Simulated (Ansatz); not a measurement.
# Frequency calculation of C$_{2}$H$_{5}$F$_{3}$Ge

C$_{2}$H$_{5}$F$_{3}$Ge, SMILES C[CH2][Ge]([F])([F])[F], computed with RKS PBE0-D4/def2-TZVP (Ansatz 0.2.0).

The geometry comes from this level: PBE0-D4/def2-TZVP. Figures and captions count atoms from 1; the log counts them from 0 in places.

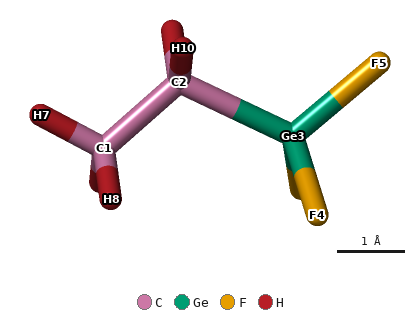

**Figure 1.** The input geometry (stick view, seen at a tilt; atoms are numbered from 1 in the order of the input). Sticks mark near contacts. Bond lengths as drawn: C–C 1.52 Å, C–Ge 1.92 Å, C–H 1.09 Å and F–Ge 1.72 Å.

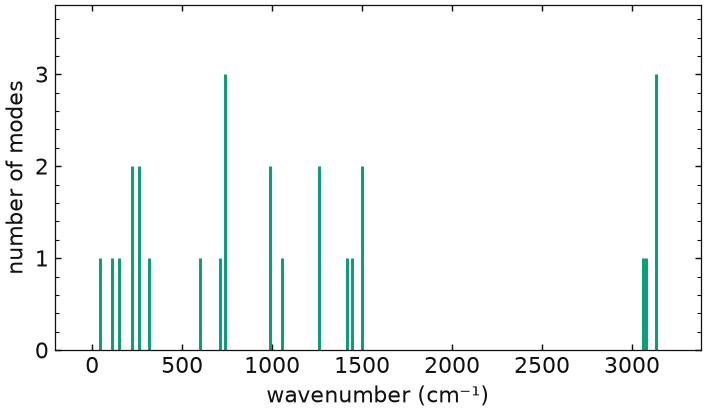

**Figure 2.** Harmonic vibrational wavenumbers from the force constants; neighbouring modes closer than 14 cm⁻¹ are counted in one stick. 27 modes from 42 to 3145 cm⁻¹, none imaginary.

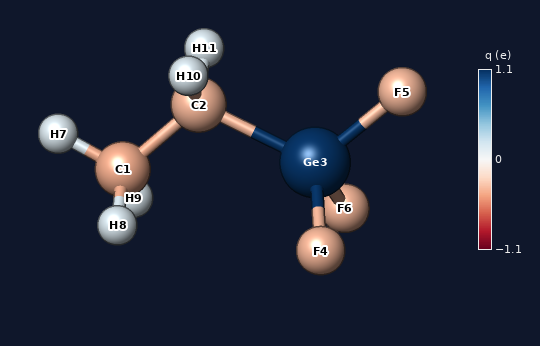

**Figure 3.** Mulliken charges, as the colour of each atom (ball-and-stick view, seen at a tilt; atoms are numbered from 1 in the order of the input; Mulliken charges depend strongly on the basis). By element: C −0.39 to −0.36, Ge +1.07, F −0.36 to −0.35 and H +0.14 to +0.15 e.

The input and output of the run follow.

Input file:
```yaml
crystal:
  periodic: [false, false, false]
  atoms:
    - {symbol: C, position_ang: [0.025832, -1.154490, 0.911792]}
    - {symbol: C, position_ang: [0.588061, -0.406638, -0.291640]}
    - {symbol: Ge, position_ang: [-0.340098, 1.240511, -0.639635]}
    - {symbol: F, position_ang: [-2.012166, 1.016650, -0.956411]}
    - {symbol: F, position_ang: [0.266415, 2.112763, -1.985948]}
    - {symbol: F, position_ang: [-0.280625, 2.337286, 0.679408]}
    - {symbol: H, position_ang: [0.581897, -2.080147, 1.072800]}
    - {symbol: H, position_ang: [-1.023390, -1.417636, 0.766526]}
    - {symbol: H, position_ang: [0.098680, -0.559660, 1.823981]}
    - {symbol: H, position_ang: [0.520618, -0.999744, -1.206892]}
    - {symbol: H, position_ang: [1.640175, -0.145996, -0.153278]}
basis:
  gaussian: {orbitals: def2-TZVP}
hamiltonian: {xc: pbe0, dispersion: d4}
phonons: {temperatures: {t_min: 298.15, t_max: 900, t_step: 200}}
```

Command:
```bash
ansatz run in.yaml --threads 4 --pin off --events-out ev --progress --plain --max-ram 11315MiB
```

The program's output:
```
Functional definition: PBE0
  name "PBE0"
  cite "Adamo & Barone, J. Chem. Phys. 110, 6158 (1999) doi:10.1063/1.478522"
  cite "Perdew, Burke & Ernzerhof, Phys. Rev. Lett. 77, 3865 (1996) doi:10.1103/PhysRevLett.77.3865"
  parent pbe
  parameter a = 0.25
  parameter kappa = 0.804
  parameter beta = 0.06672455060314922
  exchange = (1 - a)*pbe_x(kappa = kappa, mu = beta*pi^2/3) + a*exact_x
  correlation = pbe_c(beta = beta)
1449 factors; their error is unknown
mean field evaluation 1: about -66804.7102 eV, gradient 7.7e1 eV
mean field evaluation 2: about -66796.9339 eV, gradient 1.1e2 eV
mean field evaluation 4: about -66814.8768 eV, gradient 3.8e0 eV
mean field evaluation 8: about -66814.9041 eV, gradient 3.1e-2 eV
mean field evaluation 16: about -66815.1895 eV, gradient 1.2e-4 eV
mean field -66815.18946824 eV, -2455.4129239959 hartree, gradient 1.3e-5 eV, S^2 0.000000; 0 other end points of the search recorded, 0 dependent functions left out
the calculation of the forces begins
reference -66815.18949310 eV, -2455.4129249095 hartree; 38, 38 occupied and 195, 195 virtual orbitals, 1449 factors
these checks for a lower state are left out or cut short: stability, starts, cluster_reference, orbital_swaps, neighbouring_geometries, increment
1449 factors; their error is unknown
mean field -66815.18930090 eV, -2455.4129178460 hartree, gradient 2.7e-6 eV, S^2 0.000000; 0 other end points of the search recorded, 0 dependent functions left out
[... from here on the field's lines of each further geometry are left out, up to the last ...]
the calculation of the forces begins
reference -66815.18947808 eV, -2455.4129243573 hartree; 38, 38 occupied and 195, 195 virtual orbitals, 1449 factors
these checks for a lower state are left out or cut short: stability, starts, cluster_reference, orbital_swaps, neighbouring_geometries, increment
1449 factors; their error is unknown
mean field evaluation 480: about -66815.1895 eV, gradient 2.7e-6 eV
mean field -66815.18945041 eV, -2455.4129233406 hartree, gradient 2.7e-6 eV, S^2 0.000000; 0 other end points of the search recorded, 0 dependent functions left out
the calculation of the forces begins
reference -66815.18947527 eV, -2455.4129242542 hartree; 38, 38 occupied and 195, 195 virtual orbitals, 1449 factors
Total energy: -66815.37289959 eV, -2455.4196649737 hartree
Atom 0 at     0.025832    -1.154490     0.911792 Å, force    -0.000287    -0.000024     0.000310 eV/Å
Atom 1 at     0.588061    -0.406638    -0.291640 Å, force     0.000001     0.000891    -0.000569 eV/Å
Atom 2 at    -0.340098     1.240511    -0.639635 Å, force    -0.000374    -0.000167     0.000596 eV/Å
Atom 3 at    -2.012166     1.016650    -0.956411 Å, force     0.000442     0.000325     0.000386 eV/Å
Atom 4 at     0.266415     2.112763    -1.985948 Å, force     0.000543    -0.000240    -0.000382 eV/Å
Atom 5 at    -0.280625     2.337286     0.679408 Å, force    -0.000454    -0.000190    -0.000710 eV/Å
Atom 6 at     0.581897    -2.080147     1.072800 Å, force     0.000044    -0.000347    -0.000124 eV/Å
Atom 7 at    -1.023390    -1.417636     0.766526 Å, force     0.000277    -0.000100    -0.000014 eV/Å
Atom 8 at     0.098680    -0.559660     1.823981 Å, force     0.000402    -0.000366    -0.000159 eV/Å
Atom 9 at     0.520618    -0.999744    -1.206892 Å, force    -0.000166     0.000189     0.000346 eV/Å
Atom 10 at     1.640175    -0.145996    -0.153278 Å, force    -0.000430     0.000028     0.000321 eV/Å
Dipole moment:     0.372245    -0.707512     0.177444 e Å
Vibrations: 41.55 109.12 146.63 219.92 223.46 256.26 265.47 315.71 600.81 709.01 731.10 742.39 743.78 986.64 995.09 1057.44 1259.79 1266.62 1416.29 1446.60 1496.79 1498.38 3060.06 3076.85 3121.94 3133.81 3144.99 cm⁻¹, zero-point energy 1.987869 eV
```

Results in brief:

- outcome: converged
- total energy: −66815.3729 eV
- mean-field energy: −66815.1895 eV
- dispersion energy: −0.1834 eV
- largest force (length of the vector): 0.001 eV/Å
- dipole moment: 3.93 D
- hardware: 4 threads of Arm Neoverse V2, 23 GiB of memory available, shared host
- wall time: 4.5 min (CPU time 17 min)
- peak memory: 0.72 GiB
